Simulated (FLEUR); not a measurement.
**FeNi3 (Awaruite): orders along a scan of the volume**

Aim: follow the moments and order energies of FeNi3 (Awaruite) as the volume changes.

Calculated with FLEUR MaX-R8.1; LDA (VWN); all-electron FLAPW, Dirac cores, scalar-relativistic bands.

## 1. The starting structure

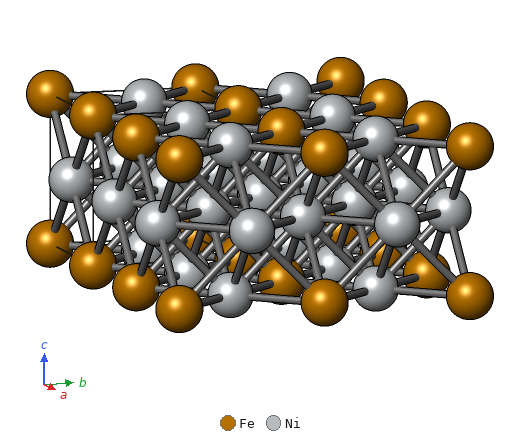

Start, viewed slightly off an axis; iron orange, nickel light grey. 3×2×1 cells are drawn. Some periodic images of atoms are drawn too.

## 2. Factor 1, start ferro ++++

The scan starts at the cell as given.

All lengths change alike; the factor is that of the volume. Atoms keep their fractional places. Spheres, Kmax and the mesh are the same at all points, the spheres being those of the tightest cell. inpgen writes inp.xml from crystal.txt; cutoffs, mixing, functional, smearing and local orbitals are then set in the file. The k list default-1 (kpts.xml, not shown) is a Γ-centred 8×8×8 mesh; where the ranks do not divide the number of points, some are split in two of half the weight.

inp.xml reads:

```
<?xml version="1.0" encoding="UTF-8" standalone="no"?>
<fleurInput fleurInputVersion="0.39">
   <comment>
      FeNi3
   </comment>
   <calculationSetup>
      <cutoffs Kmax="3.71" Gmax="11.1" GmaxXC="11.1" numbands="0"/>
      <scfLoop itmax="110" minDistance="0.00002" maxIterBroyd="15" imix="Anderson" alpha="0.05" precondParam="0.0" spinf="2.0" sdNocoIR="T"/>
      <coreElectrons ctail="T" frcor="F" kcrel="0" coretail_lmax="0"/>
      <xcFunctional name="vwn" relativisticCorrections="F"/>
      <magnetism jspins="2"/>
      <soc l_soc="F" theta="0.0" phi="0.0" spav="F"/>
      <expertModes spex="0" secvar="F"/>
      <geometryOptimization l_f="F" forcealpha="1.0" forcemix="BFGS" epsdisp="0.00001" epsforce="0.00001"/>
      <ldaU l_linMix="F" mixParam="0.05" spinf="1.0"/>
   </calculationSetup>
   <cell>
      <bzIntegration valenceElectrons="70.0" mode="hist" fermiSmearingEnergy="0.00183747">
         <kPointListSelection listName="default-1"/>
         <xi:include xmlns:xi="http://www.w3.org/2001/XInclude" href="kpts.xml"> </xi:include>
      </bzIntegration>
      <xi:include xmlns:xi="http://www.w3.org/2001/XInclude" href="sym.xml"> </xi:include>
      <bulkLattice scale="1.0">
         <bravaisMatrix>
            <row-1>    6.6990791117069994     0.0000000000000000     0.0000000000000000</row-1>
            <row-2>    0.0000000000000000     6.6990791117069994     0.0000000000000000</row-2>
            <row-3>    0.0000000000000000     0.0000000000000000     6.6990791117069994</row-3>
         </bravaisMatrix>
      </bulkLattice>
   </cell>
   <atomSpecies>
      <species name="Iron (Fe) 2.800" element="Fe" atomicNumber="26">
         <mtSphere radius="2.21" gridPoints="731" logIncrement="0.017"/>
         <atomicCutoffs lmax="8" lnonsphr="6"/>
         <electronConfig flipSpins="F">
            <coreConfig>(1s1/2) (2s1/2) (2p1/2) (2p3/2)</coreConfig>
            <valenceConfig>(3s1/2) (3p1/2) (3p3/2) (4s1/2) (3d3/2) (3d5/2)</valenceConfig>
            <stateOccupation state="(3d3/2)" spinUp="1.4" spinDown="1.0"/>
            <stateOccupation state="(3d5/2)" spinUp="3.0" spinDown="0.6"/>
         </electronConfig>
         <energyParameters s="4" p="4" d="3" f="4"/>
         <lo type="SCLO" l="0" n="3" eDeriv="0"/>
         <lo type="SCLO" l="1" n="3" eDeriv="0"/>
      </species>
      <species name="Nickel (Ni1.001" element="Ni" atomicNumber="28">
         <mtSphere radius="2.21" gridPoints="731" logIncrement="0.017"/>
         <atomicCutoffs lmax="8" lnonsphr="6"/>
         <electronConfig flipSpins="F">
            <coreConfig>(1s1/2) (2s1/2) (2p1/2) (2p3/2)</coreConfig>
            <valenceConfig>(3s1/2) (3p1/2) (3p3/2) (4s1/2) (3d3/2) (3d5/2)</valenceConfig>
            <stateOccupation state="(3d3/2)" spinUp="1.6" spinDown="1.6"/>
            <stateOccupation state="(3d5/2)" spinUp="2.9005" spinDown="1.8995"/>
         </electronConfig>
         <energyParameters s="4" p="4" d="3" f="4"/>
         <lo type="SCLO" l="0" n="3" eDeriv="0"/>
         <lo type="SCLO" l="1" n="3" eDeriv="0"/>
      </species>
   </atomSpecies>
   <atomGroups>
      <atomGroup species="Iron (Fe) 2.800">
         <relPos label="                   1">.0000000000 .0000000000 .0000000000</relPos>
         <force calculate="T" relaxXYZ="TTT"/>
      </atomGroup>
      <atomGroup species="Nickel (Ni1.001">
         <relPos label="                   2">.0000000000 1.000/2.000 1.000/2.000</relPos>
         <relPos label="                   3">1.000/2.000 .0000000000 1.000/2.000</relPos>
         <relPos label="                   4">1.000/2.000 1.000/2.000 .0000000000</relPos>
         <force calculate="T" relaxXYZ="TTT"/>
      </atomGroup>
   </atomGroups>
   <output dos="F" band="F" slice="F">
      <bandDOS minEnergy="-.5*Htr" maxEnergy="0.5*Htr" sigma="0.015" storeEVData="T"/>
      <plotting iplot="0" polar="F">
         <plot TwoD="T" vec1="  1.0  0.0  0.0" vec2="  0.0  1.0  0.0" vec3="  0.0  0.0  1.0" zero="  0.0  0.0  0.0" file="plot"/>
      </plotting>
      <moessbauerParams electricFieldGradient="F" isomerShift="F" coreHyperfine="F" valenceHyperfine="F"/>
   </output>
</fleurInput>
```

crystal.txt reads:

```
FeNi3
&input film=F cartesian=F /
3.54500000000  0.00000000000  0.00000000000
0.00000000000  3.54500000000  0.00000000000
0.00000000000  0.00000000000  3.54500000000
1.8897261246
1.0 1.0 1.0

4
26 0.00000000000  0.00000000000  0.00000000000 : 2.800
28 0.00000000000  0.50000000000  0.50000000000 : 1.001
28 0.50000000000  0.00000000000  0.50000000000 : 1.001
28 0.50000000000  0.50000000000  0.00000000000 : 1.001

&kpt div1=8 div2=8 div3=8 gamma=T /
```

Command:

```
OMP_NUM_THREADS=1 inpgen -f crystal.txt > inpgen.log  # inp.xml is then edited as shown
OMP_NUM_THREADS=1 mpirun -n 4 fleur_MPI > fleur.log
```

The log of the run:

```text
Welcome to FLEUR        (www.flapw.de)
      MaX-Release 8.1          (www.max-centre.eu)

 ========== k-point set info ==========
 Selected k-point list: default-1
 k-point list type: mesh
 0 x 0 x 0
 Number of k points: 36

 ------------Calculation Setup---------------------------
 Number of MPI-tasks      :            4
 Number of PE/node        :            4
 Number of OMP-threads    :            1
 k-points in parallel     :            4
 pe's per k-point         :            1
 No of k-point loops      :            9
 Eigenvalue solver        :       lapack
 Number of basis functions:          304
 Approximate size of matrices (H+S) per k-point:         0.001 GB
 --------------------------------------------------------
 Iteration:     1   Distance:      22.41148212 me/bohr^3
 Iteration:     2   Distance:       9.90688221 me/bohr^3
 Iteration:     3   Distance:       7.56894337 me/bohr^3
 Iteration:     4   Distance:       8.67440888 me/bohr^3
 Iteration:     5   Distance:       5.27743471 me/bohr^3
 Iteration:     6   Distance:       1.15551226 me/bohr^3
 Iteration:     7   Distance:       1.06525000 me/bohr^3
 Iteration:     8   Distance:       0.76519190 me/bohr^3
 Iteration:     9   Distance:       0.52718617 me/bohr^3
 Iteration:    10   Distance:       0.17862132 me/bohr^3
 Iteration:    11   Distance:       0.15817893 me/bohr^3
 Iteration:    12   Distance:       0.06106935 me/bohr^3
 Iteration:    13   Distance:       0.07034481 me/bohr^3
 Iteration:    14   Distance:       0.01650619 me/bohr^3
 Iteration:    15   Distance:       0.01766768 me/bohr^3
 Iteration:    16   Distance:       0.01183032 me/bohr^3
 Iteration:    17   Distance:       0.01147048 me/bohr^3
 Iteration:    18   Distance:       0.00409317 me/bohr^3
 Iteration:    19   Distance:       0.00205632 me/bohr^3
 Iteration:    20   Distance:       0.00063901 me/bohr^3
 Iteration:    21   Distance:       0.00147206 me/bohr^3
 Iteration:    22   Distance:       0.00081807 me/bohr^3
 Iteration:    23   Distance:       0.00011489 me/bohr^3
 Iteration:    24   Distance:       0.00004233 me/bohr^3
 Iteration:    25   Distance:       0.00001162 me/bohr^3

 ********************************************************************
 Run finished successfully
 Stop message:
   all done
 ********************************************************************

--- out.xml (last complete iteration) ---
<iteration numberForCurrentRun="   25" overallNumber="   25">
         [... left out ...]
         <bandgap value="0.0010412325" units="eV"/>
         <sumValenceSingleParticleEnergies value="-62.9868316621" units="Htr"/>
         <FermiEnergy value="0.3294134594" units="Htr"/>
         <valenceDensity>
            <mtCharges spin="1">
               <mtCharge atomType="1" total="8.7144267" s="1.1763563" p="3.1514839" d="4.3725289" f="0.0110239"/>
               <mtCharge atomType="2" total="8.7863293" s="1.1959597" p="3.1651411" d="4.4115658" f="0.0105621"/>
            </mtCharges>
            <mtCharges spin="2">
               <mtCharge atomType="1" total="5.8658104" s="1.1653105" p="3.1456684" d="1.5403747" f="0.0114651"/>
               <mtCharge atomType="2" total="8.1525848" s="1.2056154" p="3.1896699" d="3.7453284" f="0.0093739"/>
            </mtCharges>
            <spinDependentCharge spin="1" total="37.3276708" interstitial="2.2542563" mtSpheres="35.0734146"/>
            <spinDependentCharge spin="2" total="32.6723292" interstitial="2.3487644" mtSpheres="30.3235648"/>
            <totalCharge value="70.0000000000"/>
         </valenceDensity>
         [... left out ...]
         <magneticMomentsInMTSpheres units="muBohr">
            <globalMagMoment atomType="1" vec="0.00000   0.00000   2.84862"/>
            <localMagMoment atomType="1" vec="0.00000   0.00000   2.84862"/>
            <globalMagMoment atomType="2" vec="0.00000   0.00000   0.63374"/>
            <localMagMoment atomType="2" vec="0.00000   0.00000   0.63374"/>
         </magneticMomentsInMTSpheres>
         [... left out ...]
         <totalEnergy value="    -5825.8162581830" units="Htr">
            <sumOfEigenvalues value="    -3346.5593450233">
               <coreElectrons value="-3283.5725133611"/>
               <valenceElectrons value="-62.9868316621"/>
            </sumOfEigenvalues>
            <densityCoulombPotentialIntegral value="-8945.5634095169"/>
            <densityEffectivePotentialIntegral value="-9259.3652560749"/>
            <chargeDenXCDenIntegral value="-237.0393597179"/>
            <FockExchangeEnergyValence value="0.0000000000"/>
            <FockExchangeEnergyCore value="0.0000000000"/>
         [... left out ...]
            <tkbTimesEntropy value="0.0010260996"/>
            <freeEnergy value="-5825.8172842826"/>
            <extrapolationTo0K value="-5825.8167712328"/>
         </totalEnergy>
         <densityConvergence units="me/bohr^3">
            <chargeDensity spin="1" distance="0.0000047132"/>
            <chargeDensity spin="2" distance="0.0000097546"/>
            <overallChargeDensity distance="0.0000116161"/>
            <spinDensity distance="0.0000099899"/>
         </densityConvergence>
      </iteration>
```

Wall time 22 s (4 MPI ranks of Arm Neoverse V2, shared host); peak memory 0.2 GiB.

Spin moment in the muffin-tin sphere by atom:

| atom | spin moment in the muffin-tin sphere (μB) |
| --- | --- |
| Fe1 | 2.85 |
| Ni2 | 0.63 |
| Ni3 | 0.63 |
| Ni4 | 0.63 |

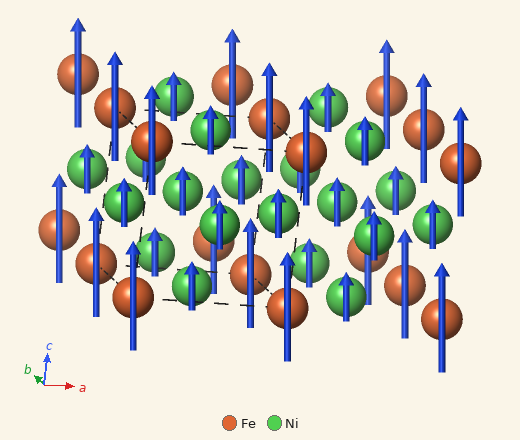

Spin moment in the muffin-tin sphere as arrows, the longest 2.85 μB. Up and down stand for the sign. Arrows give size and sign along the axis of quantisation, drawn up and down the page. Each arrow also spans its atom, so small moments look longer than they are. 2×2×1 cells are drawn. Some periodic images of atoms are drawn too.

This step gave:

| Item | Value |
| --- | --- |
| free energy | -158528.5643 eV |
| program's band gap on this mesh (in a metal only a level spacing) | 0.001041 eV |
| magnetization | 4.655 μB |
| final state | ferromagnetic |

After 25 cycles the largest moment stands at 2.85 μB.

## 3. Factor 1, start ferri ++--

inp.xml: that of step 2 with these lines changed.

```diff
@@ -57,2 +57,15 @@
       </species>
+      <species name="Nickel (Ni-1.001" element="Ni" atomicNumber="28">
+         <mtSphere radius="2.21" gridPoints="731" logIncrement="0.017"/>
+         <atomicCutoffs lmax="8" lnonsphr="6"/>
+         <electronConfig flipSpins="F">
+            <coreConfig>(1s1/2) (2s1/2) (2p1/2) (2p3/2)</coreConfig>
+            <valenceConfig>(3s1/2) (3p1/2) (3p3/2) (4s1/2) (3d3/2) (3d5/2)</valenceConfig>
+            <stateOccupation state="(3d3/2)" spinUp="1.6" spinDown="1.6"/>
+            <stateOccupation state="(3d5/2)" spinUp="1.8995" spinDown="2.9005"/>
+         </electronConfig>
+         <energyParameters s="4" p="4" d="3" f="4"/>
+         <lo type="SCLO" l="0" n="3" eDeriv="0"/>
+         <lo type="SCLO" l="1" n="3" eDeriv="0"/>
+      </species>
    </atomSpecies>
@@ -65,2 +78,5 @@
          <relPos label="                   2">.0000000000 1.000/2.000 1.000/2.000</relPos>
+         <force calculate="T" relaxXYZ="TTT"/>
+      </atomGroup>
+      <atomGroup species="Nickel (Ni-1.001">
          <relPos label="                   3">1.000/2.000 .0000000000 1.000/2.000</relPos>
```

crystal.txt: that of step 2 with these lines changed.

```diff
@@ -11,4 +11,4 @@
 28 0.00000000000  0.50000000000  0.50000000000 : 1.001
-28 0.50000000000  0.00000000000  0.50000000000 : 1.001
-28 0.50000000000  0.50000000000  0.00000000000 : 1.001
+28 0.50000000000  0.00000000000  0.50000000000 : -1.001
+28 0.50000000000  0.50000000000  0.00000000000 : -1.001
```

The log of the run:

```text
[banner, memory and clock lines left out]
Welcome to FLEUR        (www.flapw.de)
      MaX-Release 8.1          (www.max-centre.eu)

 ========== k-point set info ==========
 Selected k-point list: default-1
 k-point list type: mesh
 0 x 0 x 0
 Number of k points: 76

 [... set-up left out ...]
 Iteration:     1   Distance:      32.89670944 me/bohr^3
 Iteration:     2   Distance:      28.12268188 me/bohr^3
 Iteration:     3   Distance:      23.87267268 me/bohr^3
 Iteration:     4   Distance:      26.91154816 me/bohr^3
 Iteration:     5   Distance:      15.09493904 me/bohr^3
 Iteration:     6   Distance:      14.73698013 me/bohr^3
 Iteration:     7   Distance:      10.52375856 me/bohr^3
 Iteration:     8   Distance:       7.60197446 me/bohr^3
[... lines left out ...]
[... 15 iterations left out ...]
[... lines left out ...]
 Iteration:    30   Distance:       0.00022366 me/bohr^3
 Iteration:    31   Distance:       0.00021800 me/bohr^3
 Iteration:    32   Distance:       0.00008665 me/bohr^3
 Iteration:    33   Distance:       0.00007486 me/bohr^3
 Iteration:    34   Distance:       0.00002912 me/bohr^3
 Iteration:    35   Distance:       0.00001897 me/bohr^3

 ********************************************************************
 Run finished successfully
 Stop message:
   all done
 ********************************************************************

--- out.xml (last complete iteration) ---
<iteration numberForCurrentRun="   35" overallNumber="   35">
         [... left out ...]
         <bandgap value="0.0010412251" units="eV"/>
         <sumValenceSingleParticleEnergies value="-62.9868306600" units="Htr"/>
         <FermiEnergy value="0.3294134717" units="Htr"/>
         [... left out ...]
         <magneticMomentsInMTSpheres units="muBohr">
            <globalMagMoment atomType="1" vec="0.00000   0.00000   2.84862"/>
            <globalMagMoment atomType="2" vec="0.00000   0.00000   0.63374"/>
            <globalMagMoment atomType="3" vec="0.00000   0.00000   0.63374"/>
         </magneticMomentsInMTSpheres>
         [... left out ...]
         <totalEnergy value="    -5825.8162581808" units="Htr">
            <sumOfEigenvalues value="    -3346.5593453577">
               <coreElectrons value="-3283.5725146978"/>
               <valenceElectrons value="-62.9868306600"/>
            </sumOfEigenvalues>
         [... left out ...]
            <freeEnergy value="-5825.8172842808"/>
            <extrapolationTo0K value="-5825.8167712308"/>
         </totalEnergy>
         <densityConvergence units="me/bohr^3">
            <chargeDensity spin="1" distance="0.0000104605"/>
            <chargeDensity spin="2" distance="0.0000113765"/>
            <overallChargeDensity distance="0.0000108538"/>
            <spinDensity distance="0.0000189707"/>
         </densityConvergence>
      </iteration>
```

The job ended after 59 s (4 MPI ranks; peak memory 0.24 GiB).

Spin moment in the muffin-tin sphere by atom:

```csv
atom,spin moment in the muffin-tin sphere (μB)
Fe1,2.85
Ni2,0.63
Ni3,0.63
Ni4,0.63
```

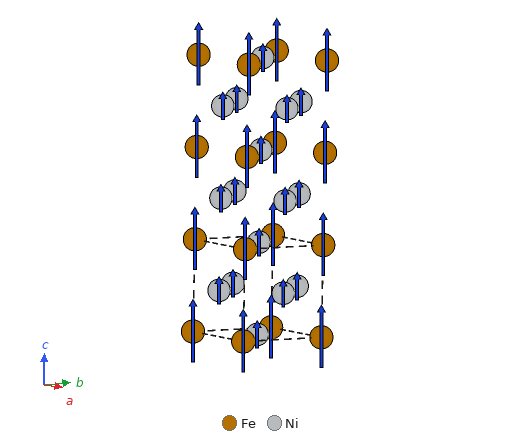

Spin moment in the muffin-tin sphere as arrows, the longest 2.85 μB. Up and down stand for the sign. Arrows give size and sign along the axis of quantisation, drawn up and down the page. Each arrow also spans its atom, so small moments look longer than they are. 1×1×3 cells are drawn. Some periodic images of atoms are drawn too.

Numbers from this step:

```
free energy                                                       : -158528.5643 eV
program's band gap on this mesh (in a metal only a level spacing) : 0.001041 eV
magnetization                                                     : 4.655 μB
final state                                                       : ferromagnetic
```

The typed pattern was not kept: a seeded moment turned or collapsed.

After 35 cycles the largest moment stands at 2.85 μB.

(Part 1 of 2 ends here.)

[Logs and program files are shortened in this print: banners, set-up blocks, solver, clock and traceback lines can be left out without a mark of their own.]

[Logs are printed without paths, hosts, clocks, repeated set-up lines and the standing remarks that a program may print on its own settings, such as how far it seeks lower states.]

[Hosts, paths, dates, database ids (printed as entryN), source tags and the programs' standing remarks are cut or masked in the printed files.]

[Where a cell is said to come from a database of computed structures, the database is the Materials Project.]
